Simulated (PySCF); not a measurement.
## A study: C$_{2}$H$_{3}$Cl$_{2}$O, doublet, SMILES `[O]CC(Cl)Cl`

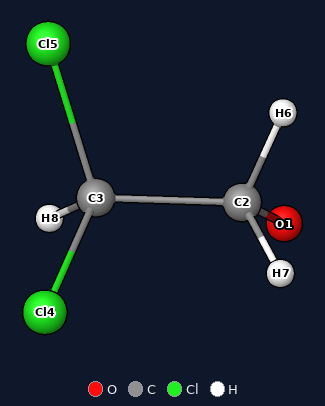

The molecule, with its atoms numbered as below. No frequency check shows the geometry to be a minimum.

Cartesian coordinates (Å):

```
O1      -2.4455    0.1095   -0.2738
C2      -1.3608    0.0983    0.4321
C3      -0.0354    0.0104   -0.3678
Cl4      1.0065    1.3955    0.0247
Cl5      0.8081   -1.5020    0.0306
H6      -1.3702   -0.7266    1.1930
H7      -1.3027    0.9885    1.1130
H8      -0.2325    0.0213   -1.4420
```

Part 1: Bonding charge

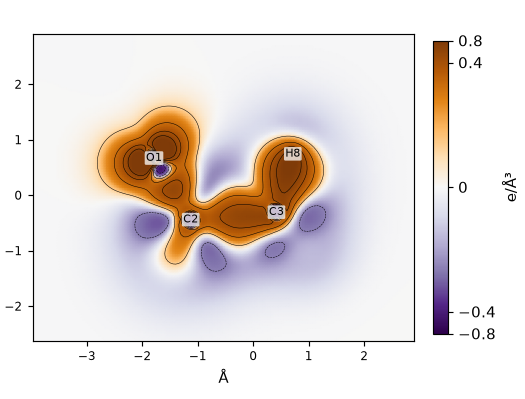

Deformation density (molecule less spherical, spin-averaged free atoms) in the plane of O1, C2, C3 and H8; colour scale in e/Å³, logarithmic beyond ±0.1; orange: gain, purple: loss.

Level of theory: B3LYP/def2-SVP (PySCF), at a geometry from GFN2-xTB. The stability of the open-shell solution wasn't checked. GFN2-xTB doesn't know the spin state, so this open-shell geometry is rough.

Question: Describe the bonding that the map shows.

Answer: C3–H8: +0.79 e/Å³ at the bond critical point (bond length 1.09 Å, Mayer order 0.9). C2–C3: +0.50 e/Å³ at the bond critical point (bond length 1.55 Å, Mayer order 0.9). O1–C2: +0.37 e/Å³ at the bond critical point (bond length 1.29 Å, Mayer order 1.4). In all, 1.9 electrons gather in the regions of gain relative to the promolecule.

Question: Where do the Hirshfeld charges lie?

Answer: The highest Hirshfeld charge is on H6 (+0.06 e), the lowest on O1 (−0.12 e).

| atom | charge (e) |
| --- | --- |
| O1 | −0.12 |
| C2 | +0.01 |
| C3 | +0.04 |
| Cl4 | −0.04 |
| Cl5 | −0.04 |
| H6 | +0.06 |
| H7 | +0.06 |
| H8 | +0.05 |

Part 2: Local ionisation energy

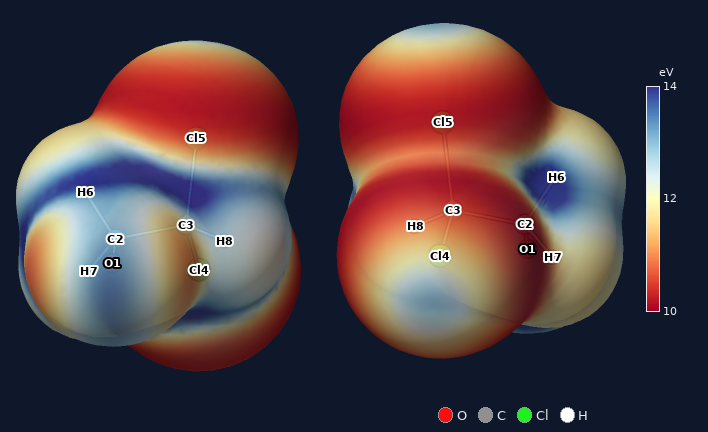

Average local ionisation energy on the surface of electron density 0.001 a.u. (back view left, front view right).

Question: Where are the most loosely bound electrons on this surface?

Answer: The lowest value is 10.1 eV, 2.0 Å from Cl5, and at like points elsewhere. For comparison, the highest occupied orbital lies at −7.7 eV.

Question: What volume does the surface enclose, and what is the dipole moment?

Answer: About 110 Å³; the dipole moment is 0.6 D.

Part 3: Spin density

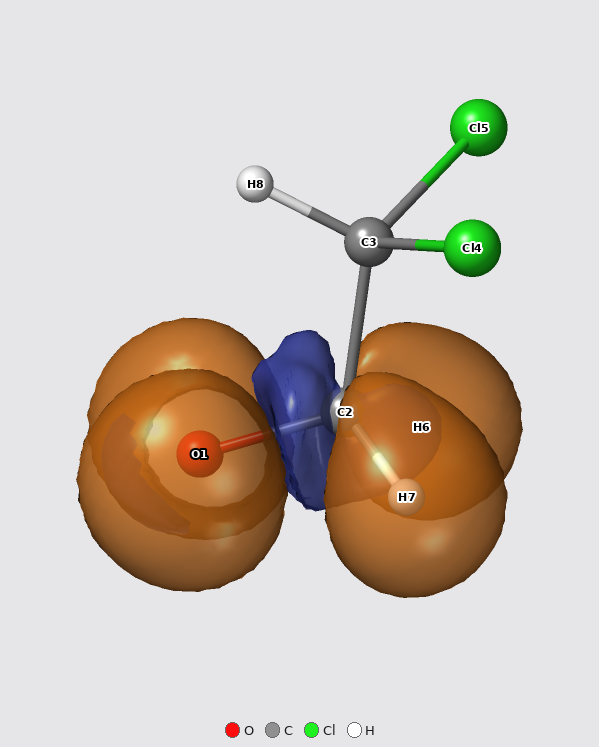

Spin density ρα − ρβ at ±0.01 e/Å³ (orange: excess α, blue: excess β).

Question: Where is the unpaired spin?

Answer: Hirshfeld spin populations: O1 +0.75, H7 +0.08, H6 +0.08 and C2 +0.08. ⟨S²⟩ = 0.75, as for a pure state. The picture also shows regions of β spin from spin polarisation; the Hirshfeld sums, whose atoms overlap, net them against the α spin of neighbours.

Part 4: In an electric field

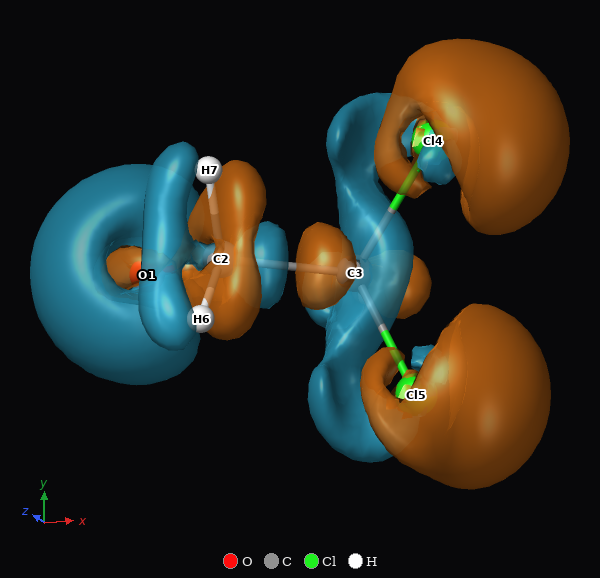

Change of the electron density in a uniform field of 0.51 V/Å, surfaces at ±0.004 e/Å³ (light blue: gain, orange: loss).

Level of theory: PBE/def2-TZVP (PySCF), at a geometry from GFN2-xTB. A basis without diffuse functions makes polarisabilities too small. The stability of the open-shell solution wasn't checked. GFN2-xTB doesn't know the spin state, so this open-shell geometry is rough.

The field was applied in both directions; the picture shows the one opposite to the script's first.

Question: Along which Cartesian direction does the field point?

Answer: Along +x: electrons gather on the −x side, against the field.

Question: How large is the response?

Answer: The induced dipole is 1.83 D (along the field); α along this axis, from the fields in both directions, is 68 bohr³ (10.1 Å³). The response isn't linear: the two directions induce 1.63 and 1.83 D.
